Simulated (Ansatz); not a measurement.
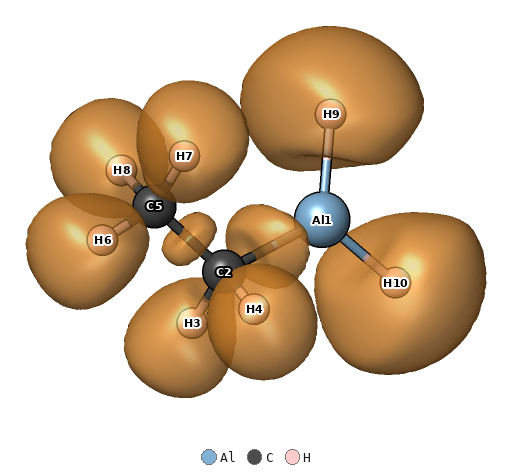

Figure 1: C$_{2}$H$_{7}$Al. Isosurface of the ELF at 0.8 (orange), seen at a tilt. Only the valence region is drawn (cores and ρ < 0.01 e/Å³ removed).

All numbers below come from Ansatz 0.2.0, RKS PBE0-D4/6-31G*.

Input

```
crystal:
  periodic: [false, false, false]
  atoms:
    - { symbol: Al, position_ang: [0.345341, 0.013047, 0.040477] }
    - { symbol: C, position_ang: [1.061981, -0.040556, 1.851178] }
    - { symbol: H, position_ang: [0.473818, -0.375698, 2.71802] }
    - { symbol: H, position_ang: [1.898219, -0.751406, 1.750181] }
    - { symbol: C, position_ang: [1.624368, 1.360263, 2.149428] }
    - { symbol: H, position_ang: [2.293927, 1.356644, 3.01936] }
    - { symbol: H, position_ang: [2.205488, 1.764131, 1.308621] }
    - { symbol: H, position_ang: [0.821839, 2.076183, 2.369349] }
    - { symbol: H, position_ang: [1.831338, 0.203507, -0.377763] }
    - { symbol: H, position_ang: [-1.051119, -0.016115, -0.72085] }
basis:
  gaussian: { orbitals: "6-31G*" }
hamiltonian:
  xc: pbe0
  dispersion: d4
relax:
  f_tol: 0.03
  max_steps: 50
output:
  orbitals: {}
```

Run with:

```sh
ansatz run input.yaml --threads 1 --pin off --max-ram 2048MiB --backend cpu --events-out ev --progress --plain --runs-dir out
```

The fields are those of the run's last geometry, not of the input's.

### Identify the bonds, lone pairs and shells in this picture.

The ELF exceeds this value in one region between bonded Al–C atoms (shared pairs), one region between bonded C–C atoms (shared pairs) and seven regions around hydrogen nuclei.

Values along the shortest contacts:
C–C (1.53 Å): the ELF peaks at about 0.95 between the atoms, as expected for localised, covalent bonding. C–Al (1.97 Å): the ELF peaks at about 0.95 between the atoms, as expected for a polar covalent bond.
